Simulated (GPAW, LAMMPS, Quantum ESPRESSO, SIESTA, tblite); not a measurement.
**Amorphous carbon (150 atoms) in tblite**

Wanted: tblite inputs and outputs for amorphous carbon (150 atoms), checked against a plane-wave reference.

Main program and level: tblite 0.8.0; the method is named at each step.

### Step 1. The starting structure

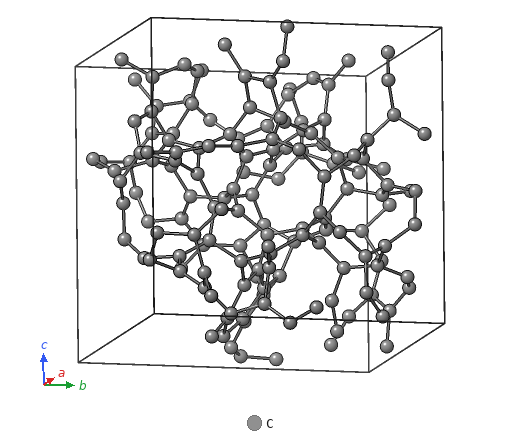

The starting structure, seen slightly off an axis (carbon grey). Some periodic images of atoms are drawn too.

The cell holds 150 atoms: 150 C. Cell: a = 11.985 Å, b = 11.985 Å, c = 11.985 Å, α = 90.0°, β = 90.0°, γ = 90.0°. 150 atoms (150 C) placed at random at 1.74 g/cm³, melted at 5500 K for 10 ps at fixed volume with the LCBOP (Los and Fasolino, Phys. Rev. B 68, 024107 (2003)). Quenched from 5500 K to 300 K at 100 K/ps and fixed volume, held 5 ps.

The yardstick, on the same geometry:

* method: Kohn-Sham DFT, PBE, SSSP efficiency 1.3.0 pseudopotentials, plane waves (Quantum ESPRESSO 7.5); sssp-pbe-1.3.0-efficiency, cutoffs 45/360 Ry, Γ point
* r.m.s. force component: 1.623 eV/Å
* longest force: 7.232 eV/Å
* pressure: -10.65 GPa
* time: 3.4 min on 4 MPI ranks of Arm Neoverse V2, shared host
* CPU time: 14 min

### Step 2. GFN1-xTB

Method: GFN1-xTB tight binding, diagonalisation.

Input file run.py:

```python
import numpy as np
from ase.io import read
from tblite.ase import TBLite

atoms = read("structure.xyz")
atoms.calc = TBLite(method="GFN1-xTB", electronic_temperature=580, accuracy=1.0, max_iterations=250, mixer_damping=0.1, verbosity=1)
energy = atoms.get_potential_energy()
forces = atoms.get_forces()
print(f"energy {energy:.6f} eV")
print("forces (eV/A)")
for i, (a, f) in enumerate(zip(atoms, forces)):
    print(f"{i:4d} {a.symbol:2s} {f[0]:10.5f} {f[1]:10.5f} {f[2]:10.5f}")
stress = -atoms.get_stress(voigt=False) * 160.21766
print("stress (GPa, compression positive)")
for row in stress:
    print(" ".join(f"{x:10.4f}" for x in row))
print("charges (e)")
print(np.array2string(atoms.get_charges(), precision=4, suppress_small=True, max_line_width=110, threshold=100000))
```

Input file structure.xyz:

```xyz
150
Lattice="11.98460 0.00000 0.00000 0.00000 11.98460 0.00000 0.00000 0.00000 11.98460" Properties=species:S:1:pos:R:3 pbc="T T T"
C 10.01949 5.07488 0.89345
C 7.38875 3.51640 3.84694
C 7.27261 5.28065 9.30388
C 7.33577 3.07537 6.53137
C 11.51313 7.81815 3.64176
C 6.61838 9.43452 6.25692
C 5.74781 11.22621 0.07862
C 5.61622 6.00129 3.04097
C 2.75550 3.28330 8.91942
C 9.60458 2.72614 1.53702
C 0.11661 4.25321 3.91944
C 8.21245 4.83387 10.39017
C 4.21462 10.64832 4.98511
C 10.45105 10.38478 8.64437
C 8.65672 1.96751 2.33532
C 4.72301 10.89939 2.31387
C 3.12834 9.61656 0.52109
C 5.56145 2.36840 8.16834
C 11.23748 8.96544 1.26989
C 2.95241 3.92388 6.37113
C 3.43071 7.44651 3.19150
C 3.75334 5.10736 6.21258
C 8.69327 10.54944 6.09932
C 3.33448 8.94111 11.25989
C 6.56588 1.04422 3.17987
C 5.69820 9.78195 11.60277
C 4.66680 11.32545 3.72769
C 0.80884 4.50861 10.60361
C 6.45011 5.18921 2.25358
C 8.13215 4.03965 11.66221
C 10.45489 7.29766 4.58842
C 2.66442 10.45465 8.13587
C 3.29397 3.05859 7.52489
C 0.79602 6.48127 9.15216
C 10.01769 9.39281 7.67122
C 1.13962 4.91381 4.73595
C 11.08384 6.28604 7.00560
C 5.03749 6.80330 8.01866
C 3.68634 5.84237 1.35306
C 6.65421 7.56624 4.58375
C 9.30388 3.88109 0.57814
C 5.71462 3.00658 11.22418
C 1.24987 5.98619 0.60570
C 6.49158 3.37654 7.72683
C 2.24915 6.28772 1.50730
C 3.72278 10.20980 1.59551
C 5.90685 4.62354 0.98286
C 4.80834 9.00091 9.34104
C 1.40771 0.63746 7.91559
C 2.03882 7.14054 2.63433
C 0.96188 7.15553 3.55511
C 10.28039 0.23142 6.81900
C 4.43418 3.87151 11.19649
C 9.73713 1.55956 6.95622
C 0.05237 8.15912 0.39933
C 9.08576 6.92111 3.89188
[... 90 atom lines left out ...]
C 11.30328 4.91932 2.99495
C 3.58268 3.85245 10.01217
C 8.78471 10.07773 2.81470
C 10.79884 10.07174 9.98521
```

Command:

```sh
$ OMP_NUM_THREADS=1 python run.py > output.txt
```

The log of the run:

```text
------------------------------------------------------------
  cycle        total energy    energy error   density error
------------------------------------------------------------
      1     -312.8617365919  -3.1668656E+02   8.8906949E-01
      2     -313.0020905703  -1.4035398E-01   7.9970228E-01
      3     -297.0518181190   1.5950272E+01   5.2376605E-01
      4     -311.4821648555  -1.4430347E+01   1.6811277E-01
      5     -312.3055415145  -8.2337666E-01   1.0938951E-01
      6     -313.1681921788  -8.6265066E-01   5.2295577E-02
      7     -313.3328471874  -1.6465501E-01   3.6376614E-02
      8     -313.4496568244  -1.1680964E-01   1.4856742E-02
      9     -313.4587714439  -9.1146196E-03   9.4473835E-03
     10     -313.4647019573  -5.9305134E-03   4.1196745E-03
     11     -313.4651340335  -4.3207622E-04   2.7443624E-03
     12     -313.4655813587  -4.4732517E-04   1.8120415E-03
     13     -313.4656173812  -3.6022484E-05   1.6300108E-03
     14     -313.4656933781  -7.5996954E-05   1.0110583E-03
     15     -313.4657046593  -1.1281128E-05   8.6961908E-04
     16     -313.4657115823  -6.9230522E-06   5.2124236E-04
     17     -313.4657142312  -2.6488663E-06   3.9514597E-04
     18     -313.4657210569  -6.8257606E-06   1.1010945E-04
     19     -313.4657213069  -2.5000668E-07   6.4054977E-05
     20     -313.4657214761  -1.6916067E-07   2.7109760E-05
     21     -313.4657215103  -3.4207517E-08   1.3958367E-05
------------------------------------------------------------
 total:                                   3.832 sec
energy -8529.836753 eV
forces (eV/A)
   0 C     1.97912    1.58771   -1.57133
   1 C     0.87753    1.30682   -0.26074
   2 C     1.32183    0.44170    0.89251
   3 C     0.45575   -0.14864   -1.11352
   4 C     3.30673   -0.67078   -0.65249
   5 C     0.54069   -1.35826    0.27772
   6 C    -0.46182   -0.00335   -3.42436
   7 C    -0.83747    0.46244   -2.70757
   8 C     2.14899    1.89811    2.32610
   9 C    -0.78508    0.20208    1.10905
  10 C    -1.32510    1.52023   -1.57196
  11 C     1.38133    0.53857    1.13299
  12 C     0.85827    0.85916   -1.19105
  13 C     0.39030    1.55921   -2.37197
  14 C     1.13783   -0.19567   -0.75478
  15 C    -0.57463    0.55479   -0.20118
  16 C     4.13689    3.06589    5.97957
  17 C    -2.42891   -0.76906   -0.61172
  18 C    -2.31622    1.38971    2.35819
  19 C    -2.54393    0.49801   -0.79228
  20 C    -1.80087   -1.02927    0.67649
  21 C    -1.50100   -0.68409   -0.27693
  22 C    -0.33774   -2.39768    2.31149
  23 C    -3.19177    0.29464    1.49637
[...]
142 C     0.61726   -0.88659   -3.53514
 143 C     1.32364    0.68317    0.94710
 144 C    -0.87448    1.22462    0.30215
 145 C     0.16415    1.49614    3.11531
 146 C    -2.26822   -0.30153    0.14348
 147 C     0.32587   -1.54089    1.67700
 148 C     1.73817    1.27895   -0.21565
 149 C     1.82067   -1.48428    1.76298
stress (GPa, compression positive)
  -14.5044     2.0335    -1.3324
    2.0335   -16.2415     0.0322
   -1.3324     0.0322   -17.9846
charges (e)
[ 0.0258  0.0164  0.0075 -0.0191 -0.0121 -0.0267  0.0202  0.0071  0.0192 -0.0102  0.0255 -0.0079 -0.0105
 -0.0292 -0.0005  0.02   -0.0631 -0.0032  0.0258 -0.0091 -0.0268  0.0343 -0.0173  0.0478 -0.0024  0.0235
 -0.0036  0.0465 -0.0048  0.0257 -0.0092 -0.0182 -0.0141  0.0025  0.0342 -0.0141 -0.0037  0.0164 -0.0107
 -0.0245 -0.0088 -0.0116  0.0284  0.0306  0.0034 -0.0358 -0.0147  0.003  -0.0054 -0.012   0.0278  0.007
  0.0171  0.0068  0.0478  0.0052  0.0272  0.0145 -0.0089 -0.0228 -0.0148 -0.0182 -0.0792 -0.0119 -0.0144
 -0.005   0.0266 -0.0161  0.0031 -0.0476 -0.0084  0.0006  0.0098 -0.0232  0.0074  0.011   0.0195  0.0017
  0.0146 -0.0052 -0.0092  0.0206 -0.0081  0.014  -0.0387  0.0073  0.0034  0.0289  0.0239 -0.0173 -0.0142
  0.0026  0.0577  0.0257  0.0012  0.0041 -0.0073 -0.0014 -0.0089  0.0143  0.0144  0.021  -0.0071 -0.0099
 -0.0041 -0.0007 -0.0076 -0.0146 -0.0133  0.0178 -0.0711 -0.0459  0.0002 -0.0333  0.0176  0.0092 -0.006
  0.0219  0.0193 -0.0059  0.0055 -0.008  -0.0077  0.0079  0.0098  0.0029  0.0479  0.0343  0.0388 -0.0071
  0.0087 -0.0911 -0.0796 -0.008   0.0249 -0.0054 -0.0012  0.0118  0.0444 -0.0154  0.0111  0.0029  0.0104
 -0.0034 -0.0152  0.0202 -0.0494 -0.0573  0.0045  0.0551]
```

Elapsed: 4.3 s, on 1 thread of Arm Neoverse V2, shared host; peak memory 0.14 GiB.

Banners, paths, timers and routine set-up lines are dropped from the logs unmarked, and long logs keep their key lines alone; longer cuts are marked.

Numbers from this run, and their distance from the reference:

```
r.m.s. force component                  : 1.751 eV/Å
r.m.s. difference of force components   : 302.4 meV/Å
longest difference of force vectors     : 1277 meV/Å
force difference over r.m.s. force      : 18.64 %
slope of forces against the reference's : 1.065
correlation of force components         : 0.9868
pressure                                : -16.24 GPa
pressure difference                     : -5.595 GPa
```

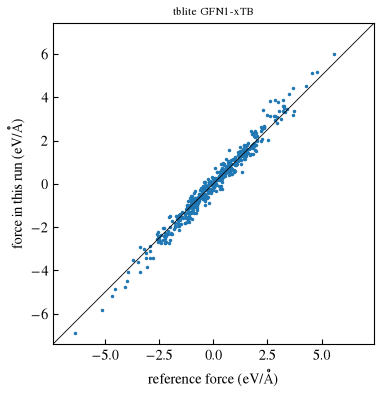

Force components against those of the reference; the line marks equality.

Local excerpt of 9 atoms (numbers count through the whole input) about C132, whose charge lies farthest from its element's mean; x, y, z are measured from there.

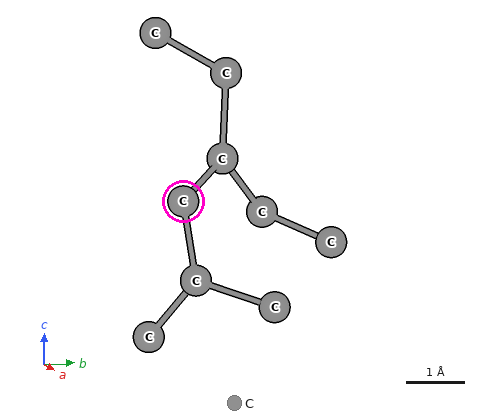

The atoms of the table, within 3.2 Å (arrows a, b, c point along x, y, z); some may hide others; the central atom is ringed.

| atom | x | y | z | distance (Å) | Mulliken charge (e) | Fx | Fy | Fz (eV/Å) |
| --- | --- | --- | --- | --- | --- | --- | --- | --- |
| C132 | 0.00 | 0.00 | 0.00 | 0.00 | -0.09 | -2.60 | 3.41 | -1.02 |
| C93 | 0.42 | 0.12 | -1.34 | 1.41 | 0.06 | -0.10 | 1.78 | 3.37 |
| C128 | -0.95 | 0.95 | 0.59 | 1.46 | 0.03 | 3.86 | -4.09 | -0.23 |
| C18 | -1.48 | 1.79 | -0.45 | 2.37 | 0.00 | -2.43 | -0.77 | -0.61 |
| C127 | -0.23 | -0.56 | -2.40 | 2.48 | 0.05 | 0.24 | -0.81 | -0.68 |
| C65 | 1.21 | 1.34 | -1.74 | 2.51 | -0.01 | 1.01 | -0.81 | -1.08 |
| C135 | -1.28 | 1.10 | 2.04 | 2.65 | 0.02 | -0.14 | -3.44 | 0.73 |
| C44 | -0.55 | 2.80 | -0.90 | 2.99 | 0.03 | -0.71 | -1.13 | -1.09 |
| C62 | -1.55 | -0.11 | 2.75 | 3.16 | -0.02 | 1.79 | 0.53 | -0.44 |

Atoms are counted from 1 here, from 0 in the log.

Forces lie 19 % from the reference's, at 0.0052 times its CPU time (on 1 against 4 cores).

### Step 3. GFN2-xTB

Method: GFN2-xTB tight binding, diagonalisation.

Changes to run.py since step 2:

```diff
@@ -5,3 +5,3 @@
 atoms = read("structure.xyz")
-atoms.calc = TBLite(method="GFN1-xTB", electronic_temperature=580, accuracy=1.0, max_iterations=250, mixer_damping=0.1, verbosity=1)
+atoms.calc = TBLite(method="GFN2-xTB", electronic_temperature=580, accuracy=1.0, max_iterations=250, mixer_damping=0.1, verbosity=1)
 energy = atoms.get_potential_energy()
```

structure.xyz is that of step 2.

The log of the run:

```text
------------------------------------------------------------
  cycle        total energy    energy error   density error
------------------------------------------------------------
      1     -317.1041946747  -3.2185370E+02   2.2584988E-01
      2     -317.1950661200  -9.0871445E-02   2.0588990E-01
      3     -315.3472128395   1.8478533E+00   1.8285732E-01
      4     -316.2168501613  -8.6963732E-01   1.0380673E-01
      5     -317.2506627794  -1.0338126E+00   4.1318306E-02
      6     -317.5634480634  -3.1278528E-01   2.3842584E-02
      7     -317.7342601386  -1.7081208E-01   1.4916844E-02
      8     -317.8064287169  -7.2168578E-02   8.8450708E-03
      9     -317.8251776288  -1.8748912E-02   4.6707381E-03
     10     -317.8269583825  -1.7807537E-03   3.7694703E-03
     11     -317.8278490830  -8.9070048E-04   2.9435071E-03
     12     -317.8279458815  -9.6798536E-05   2.4055961E-03
[...]
18     -317.8284569042  -2.2315669E-07   1.2236036E-04
     19     -317.8284582681  -1.3639270E-06   9.4089636E-05
     20     -317.8284585552  -2.8708314E-07   5.8876557E-05
     21     -317.8284586620  -1.0679872E-07   2.9006345E-05
     22     -317.8284587492  -8.7241233E-08   1.2100676E-05
------------------------------------------------------------
 total:                                  11.831 sec
energy -8648.552881 eV
forces (eV/A)
   0 C     2.04033    1.52340   -1.48693
   1 C     0.88032    1.28227   -0.30511
   2 C     1.50570    0.42408    0.83008
   3 C     0.44003   -0.24020   -1.12771
   4 C     3.29214   -0.66947   -0.68335
   5 C     0.67731   -1.38462    0.14892
   6 C    -0.47601    0.02035   -3.35465
   7 C    -0.91523    0.53061   -2.65003
   8 C     2.10975    1.82411    2.31275
   9 C    -0.87579    0.22239    1.12190
  10 C    -1.29186    1.53703   -1.48385
  11 C     1.37150    0.59453    1.10549
[...]
145 C    -0.00981    1.45524    2.90147
 146 C    -2.25198   -0.31426    0.20437
 147 C     0.31286   -1.54258    1.71854
 148 C     1.64902    1.31467   -0.20425
 149 C     1.65979   -1.42813    1.74730
stress (GPa, compression positive)
  -16.9218     2.0006    -1.5569
    2.0006   -18.6856    -0.0079
   -1.5569    -0.0079   -20.3287
charges (e)
[ 0.0175  0.0143  0.0012 -0.0088 -0.0038 -0.0219  0.026   0.0045  0.0184 -0.0062  0.0242 -0.0055 -0.0035
 -0.0119  0.0009  0.023  -0.0541  0.0015  0.0294 -0.0055 -0.0201  0.0154 -0.0138  0.0389 -0.0057  0.0273
 -0.0009  0.0427 -0.0017  0.0166  0.0017 -0.011  -0.0014 -0.0009  0.024  -0.0078 -0.0038  0.0088 -0.0075
 -0.0138  0.002  -0.0001  0.0242  0.0179  0.0074 -0.0397 -0.012   0.0013 -0.005  -0.003   0.0159  0.0125
  0.0154  0.0085  0.0374 -0.0026  0.0276  0.0099 -0.0103 -0.0033 -0.0042 -0.0336 -0.0847 -0.0093 -0.011
 -0.0064  0.0299 -0.0095  0.0003 -0.0459 -0.0029 -0.      0.0044 -0.0288 -0.0007  0.0163  0.0123 -0.0021
  0.0129 -0.0028 -0.0019  0.0224 -0.0059  0.0119 -0.0403  0.0047  0.0044  0.0232  0.0128 -0.0105 -0.0285
  0.0039  0.0395  0.0281  0.0005  0.0076  0.0029 -0.0019 -0.0058  0.012   0.0034  0.0203 -0.0045 -0.0055
 -0.0027  0.0007 -0.0061 -0.0134 -0.0107  0.0113 -0.0735 -0.0194  0.0047 -0.0338  0.0117 -0.003  -0.0043
  0.023   0.0217 -0.0019 -0.0088 -0.0092 -0.0131 -0.      0.0053  0.007   0.0331  0.0269  0.0343 -0.008
  0.0075 -0.089  -0.0652 -0.0015  0.0311 -0.0019 -0.0062  0.017   0.0299 -0.0133  0.0074  0.0056  0.0191
  0.0038 -0.0144  0.0083 -0.0484 -0.0607  0.0016  0.0398]
```

The job ended after 12 s (1 thread; peak memory 0.15 GiB).

Compared with the plane-wave run:

| Quantity | Value |
| --- | --- |
| r.m.s. force component | 1.718 eV/Å |
| r.m.s. difference of force components | 282.8 meV/Å |
| longest difference of force vectors | 1355 meV/Å |
| force difference over r.m.s. force | 17.43 % |
| slope of forces against the reference's | 1.046 |
| correlation of force components | 0.9873 |
| pressure | -18.65 GPa |
| pressure difference | -7.996 GPa |

Against the first run (19 %), the force difference from the reference is 17 %, at 2.8 times the CPU time.

### Step 4. The ladder

Differences are against the plane-wave reference, forces as r.m.s. over components; share is that over the reference's r.m.s. force, slope the least-squares factor from reference forces to these. Total energies of different programs have different zeros and aren't compared.

| run | Δ force, r.m.s. (meV/Å) | share (%) | slope | Δ pressure (GPa) | cores | CPU time | memory (GiB) |
| --- | --- | --- | --- | --- | --- | --- | --- |
| reference | - | - | - | - | 4 | 14 min | 6.1 |
| tblite GFN1-xTB | 302 | 18.6 | 1.065 | -5.59 | 1 | 4.3 s | 0.14 |
| tblite GFN2-xTB | 283 | 17.4 | 1.046 | -8.00 | 1 | 12 s | 0.15 |

CPU time is summed over cores on a shared host, where runs went side by side, so it is rough. Symmetry, cutoffs, thresholds, outputs and thread counts weren't matched or tuned between programs; memory under MPI is the largest rank's times the ranks.

### Step 5. Summary of results

```
nearest in forces : tblite GFN2-xTB, 17 %
its CPU time      : 12 s
```

**Reading.** Tight binding differs by 17 % (tblite GFN2-xTB) to 19 % (tblite GFN1-xTB); it is another model, with fitted parameters of its own, and the xTB methods hold dispersion. Of the electronic-structure runs that take under half the reference's CPU time, tblite GFN2-xTB comes nearest, at 17 % in 12 s against 14 min; its pressure misses by -8.0 GPa. Periodic xTB results under one method name differ between programs and library versions. The reference's pressure holds the uncorrected Pulay stress of its 45 Ry basis, so small pressure differences, and their order, may be the reference's own error. The quench rate of 100 K/ps is many orders above laboratory rates, so the cell is likely richer in defects and strain than a real sample. The network of bonds at the start is that of the classical potential that made the cell, and needn't be the one that DFT or experiment would give. The reference's stress is far from hydrostatic: its diagonal is -8.9, -10.9, -12.2 GPa, compression counted positive. The electronic-structure runs sample only Γ, in a cell whose shortest periodic width is 12 Å, which is coarse for a cell with partly filled levels.

[Also dropped from logs without a mark: logging warnings of Python, and SIESTA's first energy breakdown and zero terms.]

[Logs are printed without paths, hosts, clocks, repeated set-up lines and the standing remarks that a program may print on its own settings, such as how far it seeks lower states.]

[Hosts, paths, dates, database ids (printed as entryN), source tags and the programs' standing remarks are cut or masked in the printed files.]
